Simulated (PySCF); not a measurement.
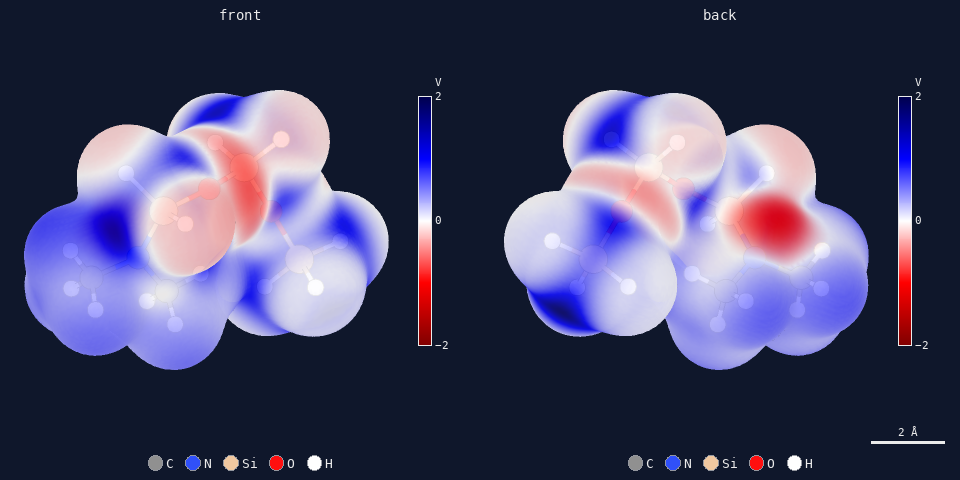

Figure 1: C2H13NO2Si3 (SMILES CN(C)[SiH2]O[SiH2]O[SiH3]). The molecular electrostatic potential painted on the density surface at 0.002 e/bohr³, seen from the front and from behind; the colour scale runs from red (negative) to blue (positive).

Geometry: GFN2-xTB.

The calculation used PBE0/pcSseg-1, SCF density, gas phase, non-relativistic in PySCF.

```xyz
21

C    -0.9953   -1.1087   -0.1950
N    -1.6982    0.1352    0.0078
C    -3.1213   -0.0007   -0.1720
Si   -1.0463    1.4194    0.9413
O     0.5542    1.4976    0.7106
Si    2.0210    1.5301    0.0509
O     2.5883    0.0271   -0.1253
Si    3.0524   -1.5181   -0.0528
H     0.0722   -0.9437   -0.0886
H    -1.3081   -1.8751    0.5251
H    -1.1962   -1.4869   -1.2021
H    -3.3365   -0.3927   -1.1703
H    -3.5598   -0.6855    0.5641
H    -3.5976    0.9698   -0.0652
H    -1.6463    2.6498    0.4264
H    -1.1565    1.2924    2.4010
H     2.8687    2.2096    1.0199
H     1.9579    2.0819   -1.2947
H     4.4927   -1.5143   -0.3030
H     2.7304   -2.0413    1.2756
H     2.3156   -2.2291   -1.0994
```

**Describe the electrostatic potential map.**

The most negative region (about −0.9 V, or −21 kcal/mol for a unit charge) lies over N2, the most positive (about +1.6 V, or +37 kcal/mol for a unit charge) over Si8.
